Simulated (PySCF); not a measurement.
# NMR shielding calculation, with input and output: C6H8SSi

C6H8SSi, computed with GIAO PBE0/pcSseg-1 NMR shielding, non-relativistic, gas phase (PySCF 2.14.0).

The geometry comes from this level: GFN2-xTB. Figures and captions count atoms from 1; the log counts them from 0 in places.

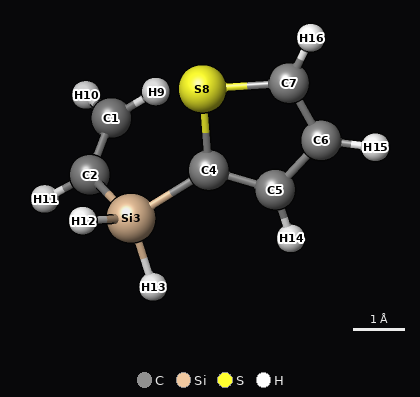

**Figure 1.** The structure (ball-and-stick view, seen at a tilt; atoms are numbered from 1 in the order of the input).

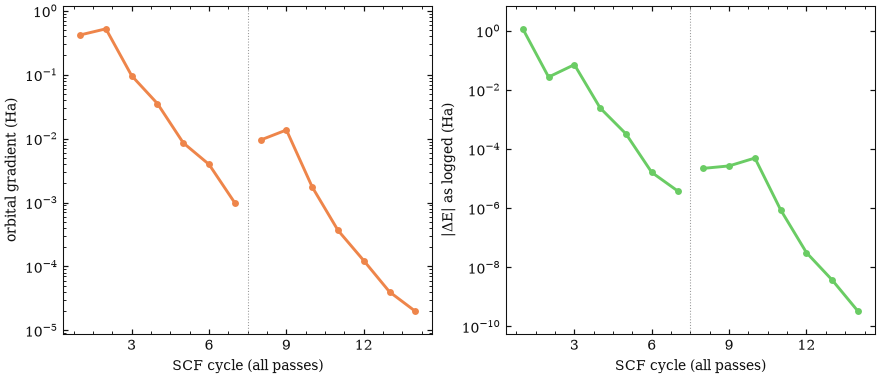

**Figure 2.** Convergence of the self-consistent field: orbital gradient and size of the energy change against the SCF cycle. The dotted line marks the change from a coarse to the final integration grid. The first 7 cycles use a coarse grid, the final grid takes over at cycle 8, and the field converges after 14 cycles in all.

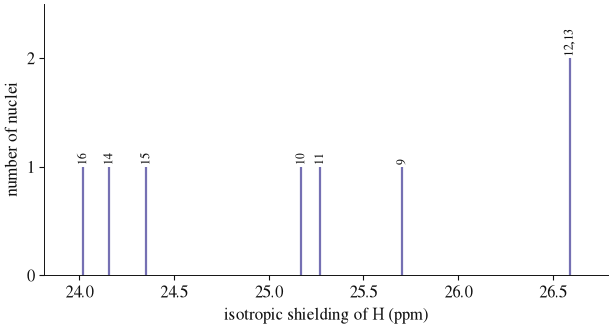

**Figure 3.** Isotropic shieldings of the hydrogen nuclei in this fixed geometry, labelled by atom number; shielding grows to the right, so chemical shift grows to the left. The least shielded is H16 (24.0 ppm), the most shielded H13 (26.6 ppm).

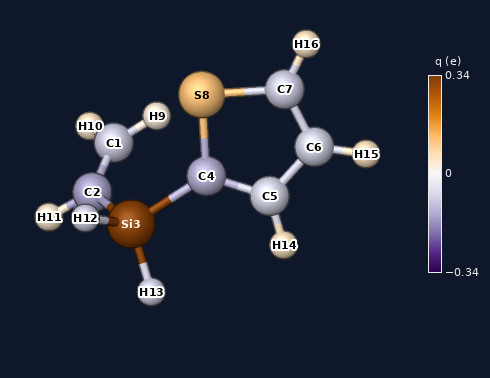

**Figure 4.** Hirshfeld charges, as the colour of each atom (ball-and-stick view, seen at a tilt; atoms are numbered from 1 in the order of the input). By element: C −0.14 to −0.07, Si +0.32, S +0.12 and H −0.08 to +0.06 e.

The input that produced these results follows, with the program's output.

## Input file
```
{"job": {"kind": "nmr", "xc": "PBE0", "basis": "pcSseg-1"}, "charge": 0, "multiplicity": 1}
C     -2.208764     1.372445     0.793655
C     -2.505102     0.144404     0.396979
Si    -1.253544    -1.210342     0.010838
C      0.489791    -0.556726     0.233793
C      1.457976    -0.359809    -0.706517
C      2.665411     0.153653    -0.187791
C      2.607826     0.345482     1.154952
S      1.080360    -0.100697     1.801494
H     -1.188167     1.693047     0.929922
H     -2.962856     2.115577     1.006392
H     -3.550322    -0.119283     0.281249
H     -1.465748    -2.343512     0.921176
H     -1.381835    -1.635416    -1.388584
H      1.305935    -0.579086    -1.748704
H      3.533393     0.367990    -0.786015
H      3.368047     0.721217     1.810716
```

The first line tells a small driver script what to run in PySCF; the rest is the geometry in Å.

Launched with:
```bash
OMP_NUM_THREADS=1 python <driver script> task.json out
```

## What the program printed
```
coarse grid: 14728 points
cycle   1  E = -920.4050610954  dE =  1.169e+00  |g| = 4.181e-01  |ddm| = 3.916e+00
cycle   2  E = -920.3777096279  dE =  2.735e-02  |g| = 5.215e-01  |ddm| = 9.092e-01
cycle   3  E = -920.4494709896  dE = -7.176e-02  |g| = 9.623e-02  |ddm| = 6.169e-01
cycle   4  E = -920.4519192173  dE = -2.448e-03  |g| = 3.523e-02  |ddm| = 1.534e-01
cycle   5  E = -920.4522453714  dE = -3.262e-04  |g| = 8.575e-03  |ddm| = 4.010e-02
cycle   6  E = -920.4522616094  dE = -1.624e-05  |g| = 3.944e-03  |ddm| = 1.317e-02
cycle   7  E = -920.4522654636  dE = -3.854e-06  |g| = 9.860e-04  |ddm| = 4.355e-03
final grid: 133896 points
cycle   8  E = -920.5028488924  dE = -2.222e-05  |g| = 9.502e-03  |ddm| = 3.019e-02
cycle   9  E = -920.5028219984  dE =  2.689e-05  |g| = 1.364e-02  |ddm| = 2.267e-02
cycle  10  E = -920.5028716729  dE = -4.967e-05  |g| = 1.750e-03  |ddm| = 1.576e-02
cycle  11  E = -920.5028725437  dE = -8.708e-07  |g| = 3.670e-04  |ddm| = 2.234e-03
cycle  12  E = -920.5028725749  dE = -3.120e-08  |g| = 1.233e-04  |ddm| = 4.345e-04
cycle  13  E = -920.5028725786  dE = -3.670e-09  |g| = 3.995e-05  |ddm| = 1.551e-04
cycle  14  E = -920.5028725789  dE = -3.238e-10  |g| = 1.986e-05  |ddm| = 5.051e-05
converged SCF energy = -920.5028725789

GIAO shielding tensors (ppm)
atom      isotropic    diamagn.    paramagn.     s11        s22        s33       span
  0 C       41.655     255.094    -213.439    -83.646     37.872    170.739    254.385
  1 C       47.627     261.144    -213.517    -65.912     32.693    176.099    242.011
  2 Si     403.856     881.812    -477.956    369.293    406.210    436.064     66.772
  3 C       48.706     263.329    -214.623    -30.710     22.518    154.311    185.022
  4 C       44.671     250.868    -206.196    -44.387     36.128    142.273    186.661
  5 C       55.012     254.586    -199.575    -27.098     41.094    151.038    178.136
  6 C       43.877     263.176    -219.299    -49.017     37.505    143.143    192.160
  7 S      237.042    1058.070    -821.028     75.632    253.827    381.669    306.037
  8 H       25.704      33.711      -8.007     22.096     24.522     30.496      8.400
  9 H       25.172      28.044      -2.872     22.911     24.609     27.996      5.085
 10 H       25.270      28.272      -3.002     24.140     24.896     26.774      2.634
 11 H       26.582      28.916      -2.334     23.075     24.999     31.670      8.595
 12 H       26.595      29.861      -3.266     22.507     25.629     31.648      9.142
 13 H       24.158      32.633      -8.474     20.663     23.820     27.993      7.330
 14 H       24.354      30.399      -6.045     21.299     24.651     27.113      5.813
 15 H       24.021      30.853      -6.832     21.365     23.515     27.182      5.817
```

## Results in brief

| quantity | value |
| --- | --- |
| outcome | converged |
| total energy | −920.502873 hartree |
| HOMO | −7.01 eV |
| LUMO | −0.76 eV |
| dipole moment | 0.81 D |
| isotropic shielding, C | 41.7 to 55.0 ppm |
| isotropic shielding, Si | 403.9 ppm |
| isotropic shielding, S | 237.0 ppm |
| isotropic shielding, H | 24.0 to 26.6 ppm |
| hardware | 1 CPU thread, shared host |
| wall time | 29 s |
| peak memory | 0.85 GiB |
